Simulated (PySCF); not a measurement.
## Electronic structure of C6H13PSi in real space

```xyz
21

C     3.7167   -1.1284    0.7082
C     2.5210   -0.3192    0.5564
C     1.5167    0.3595    0.4227
P     0.0695    1.3746    0.3789
C     0.2697    2.2292   -1.2640
Si   -1.3759   -0.2776   -0.2160
C    -1.3905   -1.5499    1.1634
C    -3.0731    0.4942   -0.4765
H     4.4433   -0.6530    1.3863
H     4.2141   -1.2901   -0.2614
H     3.4700   -2.1185    1.1237
H     0.4802    1.5330   -2.0886
H     1.0892    2.9587   -1.1894
H    -0.6576    2.7819   -1.4798
H    -0.9065   -0.9030   -1.4965
H    -2.0719   -2.3822    0.9269
H    -1.7177   -1.0931    2.1102
H    -0.3794   -1.9591    1.3106
H    -3.0614    1.2150   -1.3088
H    -3.8219   -0.2787   -0.7117
H    -3.4009    1.0236    0.4317
```

Geometry: PBE0-D3(BJ)/def2-SVP.

The calculation used PBE0/pcSseg-1, SCF density, gas phase, non-relativistic in PySCF.

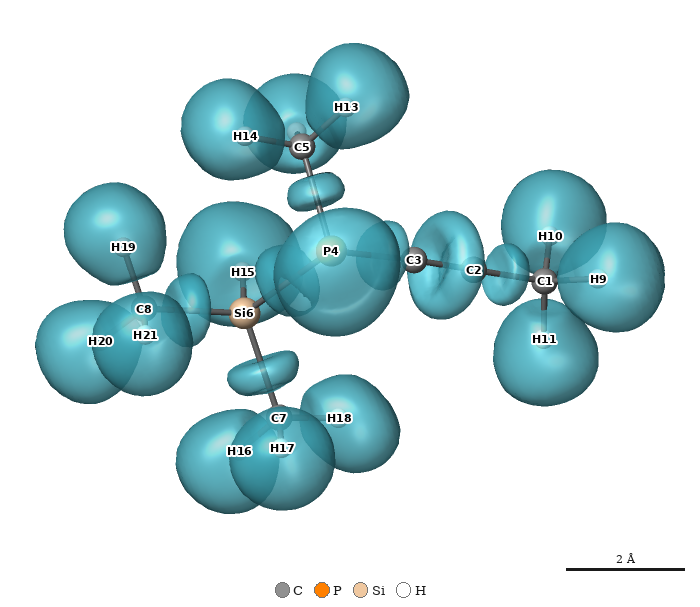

Figure 1. Isosurface of the electron localisation function at 0.8 (cyan), seen at a tilt. Core shells and regions of very low density are left out.

### Where are the electrons localised?

The surface consists of two regions between bonded C–C atoms (shared pairs), two regions between bonded C–P atoms (shared pairs), two regions between bonded C–Si atoms (shared pairs), 13 regions around hydrogen nuclei and one region on P in which the atom's valence shell and bonds are merged.


C–C (1.22 Å): the ELF peaks at about 0.85 between the atoms; a short, multiple covalent bond. C–P (1.77 Å): the ELF peaks at about 0.95 between the atoms: a shared electron pair.

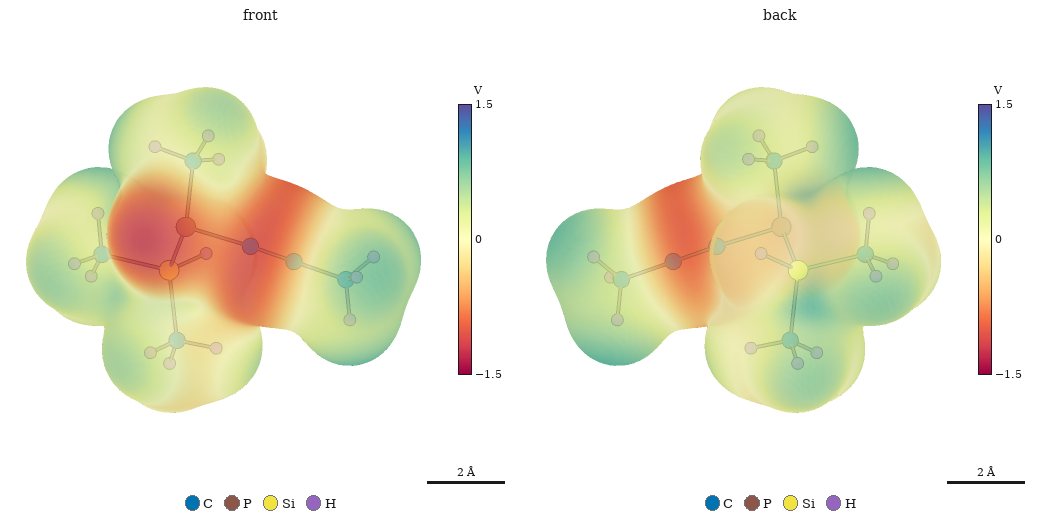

Figure 2. The electrostatic potential painted on the density surface at 0.002 e/bohr³, seen from the front and from behind; the colour scale runs from red (negative) to blue (positive).

### Which sites attract a positive test charge, and which a negative one?

A positive charge is drawn to the negative regions and a negative charge to the positive ones. The most negative region (about −1.2 V) lies over P4, the most positive (about +0.9 V) over Si6, H10 and H11.

### How polar is the molecule by this calculation?

Its dipole moment is 1.22 D.
